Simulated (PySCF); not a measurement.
# CH₆OSi: electronic excitations at several levels of theory

Aim: compute the electronic excitations of CH₆OSi (`CO[SiH3]`) at several levels, and see how far they spread and what each costs.

Computed with PySCF 2.14.0, with density-fitted response routines of our own, on a single molecule in the gas phase. Atoms are numbered from 0 throughout.

## 1. The starting structure

9 atoms, charge 0, multiplicity 1; geometry from: GFN2-xTB.

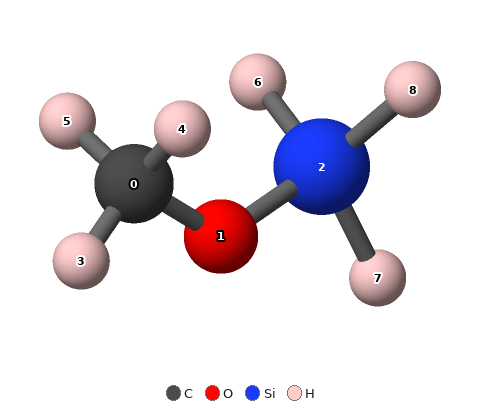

As it starts; carbon dark grey, oxygen red, silicon blue, hydrogen pink, atoms numbered; sticks join atoms by distance.

## 2. Optimising the geometry at PBE0-D3(BJ)/def2-SVP

The job: settings as JSON, then the geometry in Å.

```
{"job": {"xc": "PBE0", "basis": "def2-SVP", "d3": "d3bj", "grid": 1, "kind": "geom"}, "charge": 0, "multiplicity": 1}
C      1.361430    -0.201820     0.062190
O      0.123820    -0.280320    -0.571540
Si    -1.337240     0.176790    -0.039740
H      2.111840    -0.629870    -0.604160
H      1.626650     0.836700     0.278000
H      1.356640    -0.762600     1.000570
H     -1.709020    -0.531150     1.190230
H     -2.134130    -0.210030    -1.190430
H     -1.372870     1.614290     0.251770
```

What it wrote:

```text
step   0  E = -406.00426984  max force = 0.024162
step   1  E = -406.00853186  max force = 0.004548
step   2  E = -406.00875537  max force = 0.002623
step   3  E = -406.00888989  max force = 0.001495
step   4  E = -406.00891571  max force = 0.000819
step   5  E = -406.00892653  max force = 0.000179
optimisation converged
```

It took 7.2 s on 1 thread, shared host.

The steps of the relaxation:

| step | energy from step 0 (eV) | largest force component (eV/Å) |
| --- | --- | --- |
| 0 | 0.0000 | 1.2425 |
| 1 | -0.1160 | 0.2339 |
| 2 | -0.1221 | 0.1349 |
| 3 | -0.1257 | 0.0769 |
| 4 | -0.1264 | 0.0421 |
| 5 | -0.1267 | 0.0092 |

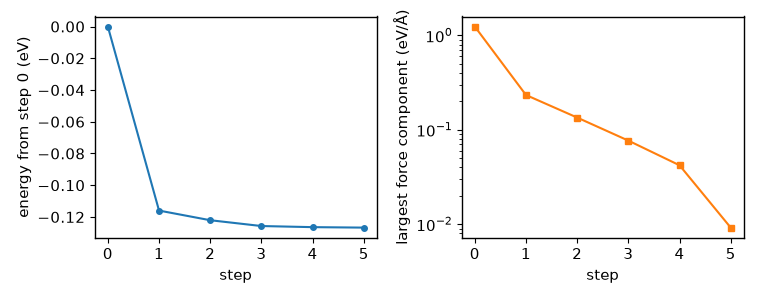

Energy and largest force along the relaxation.

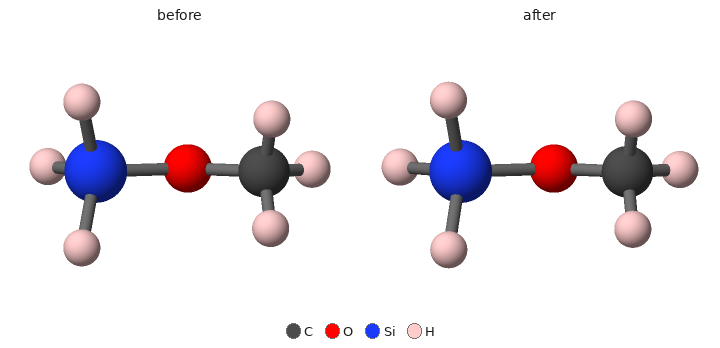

Before and after, at one scale.

Close pairs (by a distance rule), those that changed most:

| bond | before (Å) | after (Å) | change (Å) |
| --- | --- | --- | --- |
| O1–Si2 | 1.621 | 1.663 | +0.042 |
| Si2–H7 | 1.452 | 1.487 | +0.035 |
| Si2–H6 | 1.467 | 1.498 | +0.031 |
| Si2–H8 | 1.467 | 1.498 | +0.031 |
| C0–H5 | 1.093 | 1.106 | +0.013 |
| C0–H4 | 1.093 | 1.106 | +0.013 |
| C0–H3 | 1.091 | 1.101 | +0.010 |
| C0–O1 | 1.393 | 1.399 | +0.006 |

The final coordinates are the input of the step that follows.

| at the end point | value |
| --- | --- |
| point group (found at 0.08 Å tolerance) | Cs |
| rotational constants (GHz, main isotopes) | 34.022, 5.525, 5.201 |
| dipole moment (D) | 1.11 |

## 3. Ultraviolet spectrum: HF/def2-SVPD

The job: settings as JSON, then the geometry in Å.

```
{"job": {"kind": "uv", "xc": "HF", "basis": "def2-SVPD", "ip": true}, "charge": 0, "multiplicity": 1}
C      1.358784    -0.202579     0.062152
O      0.163757    -0.328374    -0.653909
Si    -1.316224     0.158311    -0.072956
H      2.180885    -0.610883    -0.545187
H      1.598592     0.852951     0.291017
H      1.333730    -0.760341     1.017326
H     -1.659046    -0.569759     1.190460
H     -2.313303    -0.154952    -1.130873
H     -1.320055     1.627616     0.218861
```

Level: TDDFT HF/def2-SVPD, vertical, gas phase, core orbitals frozen in the response.

What it wrote:

```text
final grid: 66576 points
cycle   1  E = -404.9384122924  dE =  2.459e-02  |g| = 5.098e-01  |ddm| = 2.925e+00
cycle   2  E = -404.9876818499  dE = -4.927e-02  |g| = 2.926e-01  |ddm| = 7.839e-01
cycle   3  E = -405.0039818411  dE = -1.630e-02  |g| = 5.353e-02  |ddm| = 2.817e-01
cycle   4  E = -405.0048172291  dE = -8.354e-04  |g| = 1.036e-02  |ddm| = 1.315e-01
cycle   5  E = -405.0048544058  dE = -3.718e-05  |g| = 2.051e-03  |ddm| = 2.872e-02
cycle   6  E = -405.0048561534  dE = -1.748e-06  |g| = 4.538e-04  |ddm| = 6.685e-03
cycle   7  E = -405.0048562755  dE = -1.221e-07  |g| = 1.065e-04  |ddm| = 1.580e-03
cycle   8  E = -405.0048562837  dE = -8.151e-09  |g| = 2.588e-05  |ddm| = 3.123e-04
cycle   9  E = -405.0048562842  dE = -5.018e-10  |g| = 5.754e-06  |ddm| = 8.165e-05
converged SCF energy = -405.0048562842

Static polarisability (au): isotropic 41.939, principal 39.434 39.877 46.505

Singlet excitations
state   eV       nm        f      main configurations
  1   8.6939    142.6   0.00424   H->L+1 0.50, H->L+2 0.28
  2   9.3085    133.2   0.01694   H-1->L+1 0.46, H-1->L+2 0.31
  3   9.6386    128.6   0.16356   H->L 0.74, H-3->L+1 0.12
  4   9.8042    126.5   0.00128   H->L+3 0.44, H->L+2 0.13, H-1->L+4 0.11
  5  10.1142    122.6   0.11476   H-1->L 0.59, H-2->L+1 0.27
  6  10.1181    122.5   0.04404   H-3->L 0.28, H-3->L+1 0.18, H->L+1 0.13
  7  10.3018    120.4   0.09517   H-2->L 0.31, H-1->L+1 0.15, H-2->L+1 0.11
  8  10.3475    119.8   0.01021   H-3->L+2 0.24, H->L+2 0.20, H-1->L+4 0.08
  9  10.6560    116.4   0.02362   H->L+4 0.51, H-2->L+2 0.09
 10  10.8835    113.9   0.23527   H-2->L+2 0.26, H-1->L+2 0.23, H->L+4 0.18

Triplet excitations (Tamm-Dancoff, eV): 7.9948 8.4170 8.6831 8.9711
Vertical ionisation energy (delta-SCF) = 9.7011 eV
```

Wall time 2.9 s (1 thread, shared host).

Frontier orbitals and where they lie:

| orbital | eV | atoms |
| --- | --- | --- |
| HOMO−3 | -13.60 | Si2 25 %, O1 17 %, C0 15 % |
| HOMO−2 | -13.49 | Si2 23 %, H7 20 %, O1 19 % |
| HOMO−1 | -12.58 | O1 32 %, Si2 23 %, H7 14 % |
| HOMO | -11.97 | O1 40 %, Si2 18 %, H8 11 % |
| LUMO | 2.47 | Si2 56 %, C0 12 %, H7 6 % |
| LUMO+1 | 2.83 | Si2 28 %, C0 22 %, H8 10 % |
| LUMO+2 | 3.48 | Si2 28 %, O1 14 %, H3 12 % |

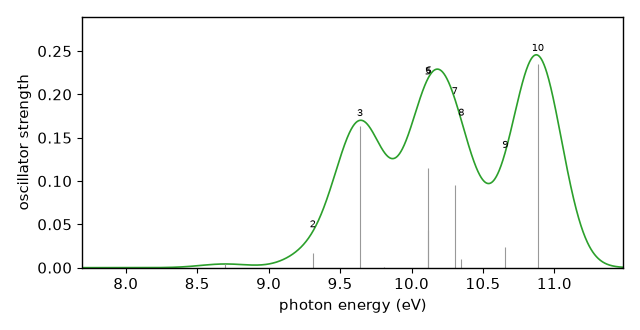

Absorption spectrum from the 10 singlet states computed; above the last one it falls off for lack of states. Lines are broadened to a width of 0.40 eV (Gaussian).

Ground-state properties from the same run:

| property | computed |
| --- | --- |
| dipole moment (D) | 1.16 |
| polarisability (Å³) | 6.21 |
| HOMO–LUMO gap (eV) | 14.43 |
| −ε(HOMO) (eV) | 11.97 |

## 4. Excited states and response: LDA/def2-SVPD

Same as in step 3 but for these lines:

```diff
@@ -1,2 +1,2 @@
-{"job": {"kind": "uv", "xc": "HF", "basis": "def2-SVPD", "ip": true}, "charge": 0, "multiplicity": 1}
+{"job": {"kind": "uv", "xc": "LDA", "basis": "def2-SVPD", "ip": true}, "charge": 0, "multiplicity": 1}
 C      1.358784    -0.202579     0.062152
```

Level: TDDFT LDA/def2-SVPD, vertical, gas phase, core orbitals frozen in the response.

What it wrote:

```text
coarse grid: 7520 points
cycle   1  E = -404.0085250401  dE =  7.618e-02  |g| = 6.793e-01  |ddm| = 3.263e+00
cycle   2  E = -403.4282776063  dE =  5.802e-01  |g| = 1.799e+00  |ddm| = 2.109e+00
cycle   3  E = -404.1004481394  dE = -6.722e-01  |g| = 8.991e-02  |ddm| = 1.673e+00
cycle   4  E = -404.1019704251  dE = -1.522e-03  |g| = 5.594e-02  |ddm| = 1.760e-01
cycle   5  E = -404.1026279818  dE = -6.576e-04  |g| = 1.762e-02  |ddm| = 5.552e-02
cycle   6  E = -404.1027099141  dE = -8.193e-05  |g| = 1.610e-03  |ddm| = 1.814e-02
cycle   7  E = -404.1027104971  dE = -5.831e-07  |g| = 3.280e-04  |ddm| = 2.453e-03
final grid: 66576 points
cycle   8  E = -404.1650740091  dE = -1.625e-05  |g| = 2.157e-03  |ddm| = 3.819e-02
cycle   9  E = -404.1650727417  dE =  1.267e-06  |g| = 3.186e-03  |ddm| = 4.701e-03
cycle  10  E = -404.1650751038  dE = -2.362e-06  |g| = 3.485e-04  |ddm| = 2.687e-03
cycle  11  E = -404.1650751162  dE = -1.233e-08  |g| = 2.585e-04  |ddm| = 5.494e-04
cycle  12  E = -404.1650751295  dE = -1.331e-08  |g| = 2.730e-05  |ddm| = 2.264e-04
cycle  13  E = -404.1650751296  dE = -1.720e-10  |g| = 3.159e-06  |ddm| = 3.792e-05
converged SCF energy = -404.1650751296

Static polarisability (au): isotropic 48.813, principal 45.384 45.665 55.390

Singlet excitations
state   eV       nm        f      main configurations
  1   5.9405    208.7   0.00047   H->L 1.00
  2   6.6391    186.7   0.01098   H-1->L 0.99
  3   6.8189    181.8   0.03176   H->L+1 0.99
  4   7.1832    172.6   0.01230   H->L+2 0.99
  5   7.4950    165.4   0.02581   H-1->L+1 0.79, H->L+3 0.21
  6   7.5543    164.1   0.00625   H->L+4 1.00
  7   7.6935    161.2   0.04556   H->L+3 0.66, H-1->L+1 0.17
  8   7.8165    158.6   0.02400   H-2->L 0.89
  9   7.8566    157.8   0.00352   H-3->L 0.98
 10   7.9470    156.0   0.01021   H-1->L+2 0.87

Triplet excitations (Tamm-Dancoff, eV): 5.7211 6.3817 6.7008 7.0077
Vertical ionisation energy (delta-SCF) = 10.1566 eV
```

Wall time 13 s (1 thread, shared host).

In short: HOMO -6.72 eV, LUMO -0.88 eV; lowest singlet 5.94 eV.

## 5. Ultraviolet spectrum: PBE/def2-SVPD

Same as in step 4 but for these lines:

```diff
@@ -1,2 +1,2 @@
-{"job": {"kind": "uv", "xc": "LDA", "basis": "def2-SVPD", "ip": true}, "charge": 0, "multiplicity": 1}
+{"job": {"kind": "uv", "xc": "PBE", "basis": "def2-SVPD", "ip": true}, "charge": 0, "multiplicity": 1}
 C      1.358784    -0.202579     0.062152
```

Level: TDDFT PBE/def2-SVPD, vertical, gas phase, core orbitals frozen in the response.

What it wrote:

```text
coarse grid: 7520 points
cycle   1  E = -405.8056897516  dE =  6.980e-02  |g| = 6.778e-01  |ddm| = 3.277e+00
cycle   2  E = -405.2681396388  dE =  5.376e-01  |g| = 1.738e+00  |ddm| = 2.042e+00
cycle   3  E = -405.8964069317  dE = -6.283e-01  |g| = 8.959e-02  |ddm| = 1.637e+00
cycle   4  E = -405.8981794875  dE = -1.773e-03  |g| = 4.638e-02  |ddm| = 1.829e-01
cycle   5  E = -405.8986258401  dE = -4.464e-04  |g| = 1.730e-02  |ddm| = 5.126e-02
cycle   6  E = -405.8987039827  dE = -7.814e-05  |g| = 1.311e-03  |ddm| = 1.736e-02
cycle   7  E = -405.8987043812  dE = -3.985e-07  |g| = 3.892e-04  |ddm| = 2.204e-03
final grid: 66576 points
cycle   8  E = -405.9747365513  dE =  5.370e-07  |g| = 1.257e-02  |ddm| = 5.115e-02
cycle   9  E = -405.9746461261  dE =  9.043e-05  |g| = 2.525e-02  |ddm| = 2.670e-02
cycle  10  E = -405.9747653698  dE = -1.192e-04  |g| = 2.653e-03  |ddm| = 1.908e-02
cycle  11  E = -405.9747670970  dE = -1.727e-06  |g| = 2.062e-04  |ddm| = 2.542e-03
cycle  12  E = -405.9747671087  dE = -1.170e-08  |g| = 3.693e-05  |ddm| = 3.457e-04
cycle  13  E = -405.9747671092  dE = -4.291e-10  |g| = 7.092e-06  |ddm| = 7.206e-05
converged SCF energy = -405.9747671092

Static polarisability (au): isotropic 47.723, principal 44.341 44.524 54.303

Singlet excitations
state   eV       nm        f      main configurations
  1   6.0893    203.6   0.00042   H->L 1.00
  2   6.7939    182.5   0.01086   H-1->L 0.99
  3   6.8079    182.1   0.02970   H->L+1 0.99
  4   7.2450    171.1   0.00577   H->L+2 0.99
  5   7.5022    165.3   0.02971   H-1->L+1 0.86, H->L+4 0.13
  6   7.5431    164.4   0.00669   H->L+3 0.99
  7   7.7663    159.6   0.04239   H->L+4 0.75, H-1->L+1 0.11, H-1->L+2 0.09
  8   7.9869    155.2   0.01223   H-1->L+2 0.49, H-2->L 0.45
  9   8.0244    154.5   0.01393   H-2->L 0.52, H-1->L+2 0.38
 10   8.0426    154.2   0.00295   H-3->L 0.97

Triplet excitations (Tamm-Dancoff, eV): 5.8424 6.5059 6.6518 7.0427
Vertical ionisation energy (delta-SCF) = 10.0715 eV
```

Wall time 17 s (1 thread, shared host).

Key values: HOMO -6.65 eV, LUMO -0.64 eV; lowest singlet 6.09 eV.

## 6. TDDFT and polarisability: B3LYP/def2-SVPD

Same as in step 5 but for these lines:

```diff
@@ -1,2 +1,2 @@
-{"job": {"kind": "uv", "xc": "PBE", "basis": "def2-SVPD", "ip": true}, "charge": 0, "multiplicity": 1}
+{"job": {"kind": "uv", "xc": "B3LYP", "basis": "def2-SVPD", "ip": true}, "charge": 0, "multiplicity": 1}
 C      1.358784    -0.202579     0.062152
```

With the program's defaults for keys left out, this is: TDDFT B3LYP/def2-SVPD, vertical, gas phase, core orbitals frozen in the response.

What it wrote:

```text
coarse grid: 7520 points
cycle   1  E = -406.1598772682  dE =  5.236e-02  |g| = 6.424e-01  |ddm| = 3.269e+00
cycle   2  E = -405.9413867759  dE =  2.185e-01  |g| = 1.229e+00  |ddm| = 1.477e+00
cycle   3  E = -406.2382382389  dE = -2.969e-01  |g| = 5.203e-02  |ddm| = 9.997e-01
cycle   4  E = -406.2388273679  dE = -5.891e-04  |g| = 1.313e-02  |ddm| = 9.025e-02
cycle   5  E = -406.2388656216  dE = -3.825e-05  |g| = 4.950e-03  |ddm| = 2.017e-02
cycle   6  E = -406.2388717024  dE = -6.081e-06  |g| = 6.973e-04  |ddm| = 5.564e-03
final grid: 66576 points
cycle   7  E = -406.3002972419  dE = -1.217e-05  |g| = 3.907e-03  |ddm| = 4.119e-02
cycle   8  E = -406.3002952388  dE =  2.003e-06  |g| = 5.065e-03  |ddm| = 8.383e-03
cycle   9  E = -406.3003006544  dE = -5.416e-06  |g| = 6.367e-04  |ddm| = 4.254e-03
cycle  10  E = -406.3003007391  dE = -8.470e-08  |g| = 1.127e-04  |ddm| = 6.284e-04
cycle  11  E = -406.3003007417  dE = -2.563e-09  |g| = 2.471e-05  |ddm| = 1.335e-04
cycle  12  E = -406.3003007418  dE = -1.677e-10  |g| = 3.243e-06  |ddm| = 4.147e-05
converged SCF energy = -406.3003007418

Static polarisability (au): isotropic 46.011, principal 42.952 43.206 51.875

Singlet excitations
state   eV       nm        f      main configurations
  1   6.7419    183.9   0.00077   H->L 0.99
  2   7.4586    166.2   0.01161   H-1->L 0.98
  3   7.5027    165.3   0.04159   H->L+1 0.97
  4   7.9298    156.4   0.01222   H->L+2 0.86, H->L+3 0.11
  5   8.1976    151.2   0.04080   H-1->L+1 0.86, H->L+4 0.09
  6   8.2427    150.4   0.00359   H->L+3 0.87, H->L+2 0.11
  7   8.4580    146.6   0.01864   H->L+4 0.61, H-2->L 0.23, H-1->L+2 0.12
  8   8.5973    144.2   0.00974   H-3->L 0.94
  9   8.6239    143.8   0.06115   H-2->L 0.69, H->L+4 0.18
 10   8.7085    142.4   0.00595   H-1->L+2 0.82, H->L+4 0.09

Triplet excitations (Tamm-Dancoff, eV): 6.4625 7.1365 7.3261 7.6685
Vertical ionisation energy (delta-SCF) = 10.4170 eV
```

Wall time 13 s (1 thread, shared host).

In short: HOMO -7.94 eV, LUMO -0.03 eV; lowest singlet 6.74 eV.

## 7. TDDFT and polarisability: PBE0/def2-SVPD

Same as in step 6 but for these lines:

```diff
@@ -1,2 +1,2 @@
-{"job": {"kind": "uv", "xc": "B3LYP", "basis": "def2-SVPD", "ip": true}, "charge": 0, "multiplicity": 1}
+{"job": {"kind": "uv", "xc": "PBE0", "basis": "def2-SVPD", "ip": true}, "charge": 0, "multiplicity": 1}
 C      1.358784    -0.202579     0.062152
```

Method: TDDFT PBE0/def2-SVPD, vertical, gas phase, core orbitals frozen in the response.

What it wrote:

```text
coarse grid: 7520 points
cycle   1  E = -405.8943356419  dE =  4.176e-02  |g| = 5.776e-01  |ddm| = 3.112e+00
cycle   2  E = -405.7599987994  dE =  1.343e-01  |g| = 1.007e+00  |ddm| = 1.308e+00
cycle   3  E = -405.9584935495  dE = -1.985e-01  |g| = 4.049e-02  |ddm| = 8.380e-01
cycle   4  E = -405.9588332353  dE = -3.397e-04  |g| = 8.510e-03  |ddm| = 6.764e-02
cycle   5  E = -405.9588494210  dE = -1.619e-05  |g| = 2.575e-03  |ddm| = 1.409e-02
cycle   6  E = -405.9588510924  dE = -1.671e-06  |g| = 5.170e-04  |ddm| = 3.418e-03
final grid: 66576 points
cycle   7  E = -406.0159755571  dE = -7.452e-06  |g| = 7.672e-03  |ddm| = 3.509e-02
cycle   8  E = -406.0159637171  dE =  1.184e-05  |g| = 1.111e-02  |ddm| = 1.416e-02
cycle   9  E = -406.0159868276  dE = -2.311e-05  |g| = 1.066e-03  |ddm| = 8.398e-03
cycle  10  E = -406.0159870948  dE = -2.672e-07  |g| = 6.895e-05  |ddm| = 1.016e-03
cycle  11  E = -406.0159870960  dE = -1.160e-09  |g| = 1.690e-05  |ddm| = 1.246e-04
cycle  12  E = -406.0159870961  dE = -8.299e-11  |g| = 3.190e-06  |ddm| = 3.311e-05
converged SCF energy = -406.0159870961

Static polarisability (au): isotropic 45.651, principal 42.563 42.848 51.541

Singlet excitations
state   eV       nm        f      main configurations
  1   6.8680    180.5   0.00059   H->L 0.98
  2   7.6063    163.0   0.01289   H-1->L 0.97
  3   7.7612    159.7   0.04542   H->L+1 0.96
  4   8.1185    152.7   0.01897   H->L+2 0.81, H->L+3 0.14
  5   8.4536    146.7   0.03641   H-1->L+1 0.80, H->L+4 0.11
  6   8.4963    145.9   0.00087   H->L+3 0.79, H->L+2 0.14
  7   8.6084    144.0   0.00816   H->L+4 0.49, H-2->L 0.42
  8   8.7094    142.4   0.01192   H-3->L 0.89
  9   8.7872    141.1   0.09584   H-2->L 0.48, H->L+4 0.30, H-1->L+1 0.14
 10   8.9379    138.7   0.00490   H-1->L+2 0.82

Triplet excitations (Tamm-Dancoff, eV): 6.5377 7.2092 7.5306 7.7772
Vertical ionisation energy (delta-SCF) = 10.3936 eV
```

It took 12 s on 1 thread, shared host.

This run: HOMO -8.17 eV, LUMO 0.20 eV; lowest singlet 6.87 eV.

## 8. TDDFT and polarisability: BHandHLYP/def2-SVPD

Same as in step 7 but for these lines:

```diff
@@ -1,2 +1,2 @@
-{"job": {"kind": "uv", "xc": "PBE0", "basis": "def2-SVPD", "ip": true}, "charge": 0, "multiplicity": 1}
+{"job": {"kind": "uv", "xc": "BHandHLYP", "basis": "def2-SVPD", "ip": true}, "charge": 0, "multiplicity": 1}
 C      1.358784    -0.202579     0.062152
```

Method: TDDFT BHandHLYP/def2-SVPD, vertical, gas phase, core orbitals frozen in the response.

What it wrote:

```text
coarse grid: 7520 points
cycle   1  E = -406.1089083899  dE =  3.278e-02  |g| = 5.559e-01  |ddm| = 3.091e+00
cycle   2  E = -406.0788492577  dE =  3.006e-02  |g| = 6.943e-01  |ddm| = 1.043e+00
cycle   3  E = -406.1695133224  dE = -9.066e-02  |g| = 3.722e-02  |ddm| = 5.373e-01
cycle   4  E = -406.1698119512  dE = -2.986e-04  |g| = 9.631e-03  |ddm| = 7.033e-02
cycle   5  E = -406.1698339289  dE = -2.198e-05  |g| = 2.401e-03  |ddm| = 1.601e-02
cycle   6  E = -406.1698353876  dE = -1.459e-06  |g| = 4.207e-04  |ddm| = 3.447e-03
final grid: 66576 points
cycle   7  E = -406.2095097726  dE = -6.034e-06  |g| = 1.138e-03  |ddm| = 2.685e-02
cycle   8  E = -406.2095099184  dE = -1.458e-07  |g| = 8.742e-04  |ddm| = 3.404e-03
cycle   9  E = -406.2095100848  dE = -1.665e-07  |g| = 1.335e-04  |ddm| = 8.511e-04
cycle  10  E = -406.2095100876  dE = -2.777e-09  |g| = 7.335e-05  |ddm| = 1.873e-04
cycle  11  E = -406.2095100887  dE = -1.109e-09  |g| = 1.130e-05  |ddm| = 7.428e-05
cycle  12  E = -406.2095100887  dE = -3.342e-11  |g| = 1.762e-06  |ddm| = 1.546e-05
converged SCF energy = -406.2095100887

Static polarisability (au): isotropic 44.024, principal 41.223 41.563 49.287

Singlet excitations
state   eV       nm        f      main configurations
  1   7.5567    164.1   0.00144   H->L 0.82, H->L+1 0.12
  2   8.2746    149.8   0.01341   H-1->L 0.80, H-1->L+1 0.12
  3   8.4728    146.3   0.06824   H->L+1 0.76, H->L 0.15
  4   8.8154    140.6   0.02485   H->L+2 0.48, H->L+3 0.42
  5   9.0912    136.4   0.03643   H-1->L+1 0.46, H-2->L 0.26, H-1->L 0.14
  6   9.1397    135.7   0.00519   H-3->L 0.35, H->L+3 0.31, H->L+2 0.25
  7   9.2846    133.5   0.02993   H-2->L 0.35, H->L+4 0.29, H-1->L+1 0.19
  8   9.2999    133.3   0.01645   H-3->L 0.38, H->L+3 0.14, H-3->L+1 0.14
  9   9.5323    130.1   0.13616   H->L+4 0.61, H-2->L 0.16, H-1->L+1 0.13
 10   9.6168    128.9   0.01538   H-1->L+2 0.66, H-2->L+1 0.22

Triplet excitations (Tamm-Dancoff, eV): 7.1769 7.8146 8.1654 8.3709
Vertical ionisation energy (delta-SCF) = 10.5404 eV
```

Wall time 13 s (1 thread, shared host).

Key values: HOMO -9.64 eV, LUMO 0.93 eV; lowest singlet 7.56 eV.

[end of part 1 of 2]
